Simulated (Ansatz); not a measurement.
Ti₃F₂: single-point calculation

Ti₃F₂, multiplicity 5, computed with UKS PBE0-D4/def2-TZVP (Ansatz 0.2.0).

The geometry comes from this level: PBE0-D4/def2-SVP.

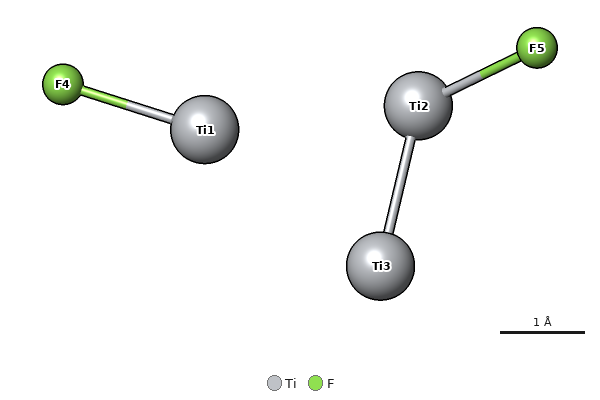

**Figure 1.** The structure (ball-and-stick view, seen on its broad side; atoms are numbered from 1 in the order of the input). Sticks mark near contacts. Bond lengths as drawn: F–Ti 1.80 to 1.81 Å and Ti–Ti 2.06 Å.

### Input
```yaml
crystal:
  periodic: [false, false, false]
  atoms:
    - {symbol: Ti, position_ang: [-1.242497, -0.203787, 0.676342]}
    - {symbol: Ti, position_ang: [0.999715, -0.062293, -0.903725]}
    - {symbol: Ti, position_ang: [1.411720, -0.298514, 1.105076]}
    - {symbol: F, position_ang: [-2.920526, -0.861957, 0.727253]}
    - {symbol: F, position_ang: [1.751578, 1.426541, -1.604945]}
basis:
  gaussian: {orbitals: def2-TZVP, initial_orbitals: start.molden}
magnetization: {spin_polarized: true, initial_magnetization: 4}
hamiltonian: {xc: pbe0, dispersion: d4}
scf: {omitted_lower_state_checks: [starts]}
output: {orbitals: {seedname: orbitals}}
```

Launch command:
```bash
ansatz run in.yaml --threads 4 --pin off --events-out ev --progress --plain --max-ram 4787MiB
```

### What the program printed
```
Functional definition: PBE0
  name "PBE0"
  cite "Adamo & Barone, J. Chem. Phys. 110, 6158 (1999) doi:10.1063/1.478522"
  cite "Perdew, Burke & Ernzerhof, Phys. Rev. Lett. 77, 3865 (1996) doi:10.1103/PhysRevLett.77.3865"
  parent pbe
  parameter a = 0.25
  parameter kappa = 0.804
  parameter beta = 0.06672455060314922
  exchange = (1 - a)*pbe_x(kappa = kappa, mu = beta*pi^2/3) + a*exact_x
  correlation = pbe_c(beta = beta)
these checks for a lower state are left out or cut short: starts
1710 factors; their error is unknown
mean field evaluation 1: about -74753.6776 eV, gradient 1.3e2 eV
mean field evaluation 2: about -74757.4168 eV, gradient 5.7e0 eV
mean field evaluation 4: about -74757.9378 eV, gradient 2.1e-1 eV
mean field evaluation 8: about -74758.3363 eV, gradient 2.4e-2 eV
mean field evaluation 16: about -74758.3363 eV, gradient 1.9e-5 eV
mean field -74758.33629868 eV, -2747.3181859563 hartree, gradient 6.7e-6 eV, S^2 6.171525; 0 other end points of the search recorded, 0 dependent functions left out
reference -74758.33634130 eV, -2747.3181875223 hartree; 44, 40 occupied and 153, 157 virtual orbitals, 1710 factors
Total energy: -74758.45690028 eV, -2747.3226179833 hartree
Checks for a lower state left out: starts
```

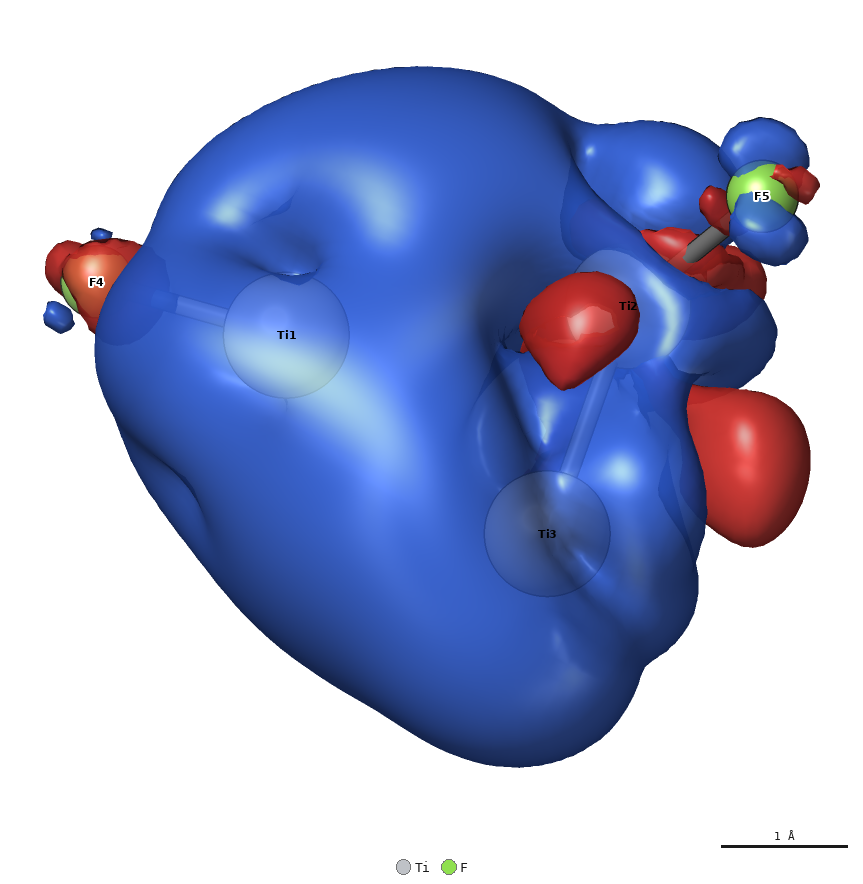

**Figure 2.** Isosurfaces of the spin density (α minus β) at +0.01 (blue) and −0.01 e/Å³ (red), seen at a tilt. The unpaired spin (4 electrons) lies mostly on Ti1 (about 2.1), Ti3 (about 1.4) and Ti2 (about 0.5), in electrons by Hirshfeld's partition.

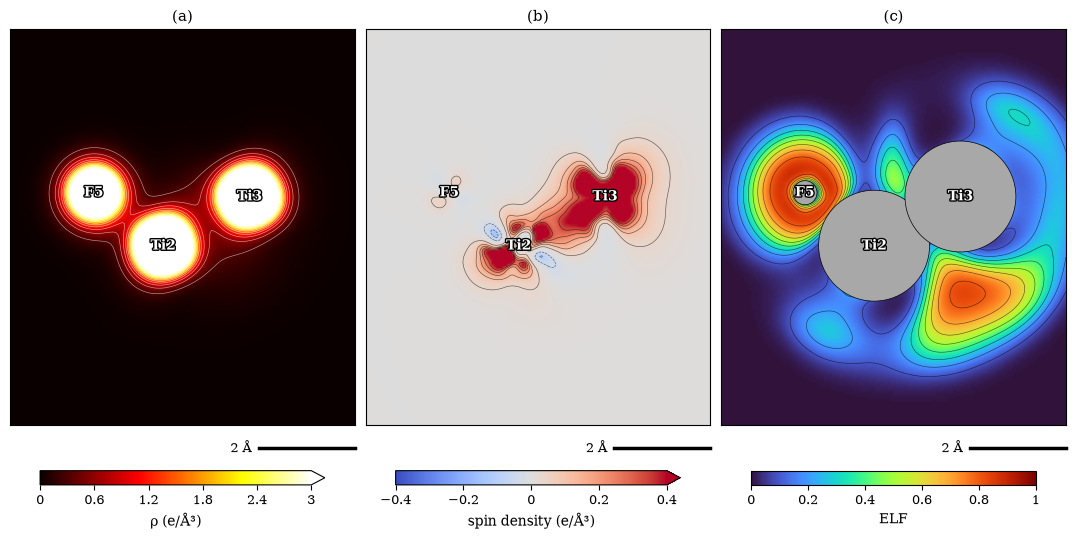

**Figure 3.** (a) electron density; (b) spin density (α minus β); (c) electron localisation function on the plane of atoms Ti3, Ti2 and F5. Grey discs, where drawn, cover atomic cores. The section cuts through Ti and F sites. Ti–F (1.81 Å): ρ is about 0.95 e/Å³ halfway; the ELF peaks at about 0.85 in the valence shell of F, 0.5 Å from its nucleus, and drops to about 0.20 between the two atoms. Ti–Ti (2.06 Å): ρ at the midpoint is about 0.67 e/Å³; the ELF is about 0.10 at the midpoint. The unpaired spin (4 electrons) lies mostly on Ti1 (about 2.1), Ti3 (about 1.4) and Ti2 (about 0.5), in electrons by Hirshfeld's partition.

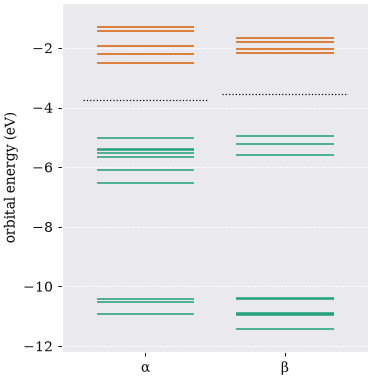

**Figure 4.** Orbital energies near the frontier for α and β spins; the dotted line parts filled from empty levels, and levels within 0.02 eV of each other stand side by side. α: highest filled −5.03 eV, lowest empty −2.50 eV, 2.53 eV apart; β: highest filled −4.95 eV, lowest empty −2.16 eV, 2.79 eV apart.

### Summary

```csv
quantity,value
outcome,converged
total energy,−74758.4569 eV
mean-field energy,−74758.3363 eV
dispersion energy,−0.1206 eV
⟨S²⟩,6.172
SCF solution under orbital rotations,stable
HOMO (either spin),−4.95 eV
LUMO (either spin),−2.50 eV
hardware,"4 threads of Arm Neoverse V1, 23 GiB of memory available, shared host"
wall time,40 s (CPU time 2.6 min)
peak memory,1.4 GiB
```
